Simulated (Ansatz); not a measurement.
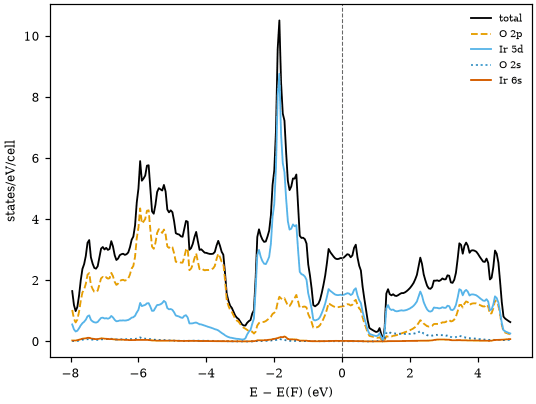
Total and projected density of states of IrO₂ (rutile, space group No. 136), plane-wave PAW LDA (Ansatz code)

Question: Which orbitals carry the states next to the Fermi level?

Answer: Within 0.5 eV of the Fermi level: Ir 5d 56 %, O 2p 42 %. Projections are on Löwdin-orthogonalised atomic valence shells; empty p or d shells of many metals are not among them.

Question: Where is the tallest occupied peak in this window, and what makes it?

Answer: Near -1.8 eV, about 11 states/eV per cell; the largest projected share is Ir 5d.

Space group P4_2/mnm (rutile). The LDA relaxation kept the symmetry of its start. The run is not spin-polarised. Spin–orbit coupling is left out wherever it is not named.

Potentials: the earlier of the program's two PAW sets. The files were generated under PBE; for other functionals the program regenerates the frozen cores, and for LDA and PBEsol the local potential too.
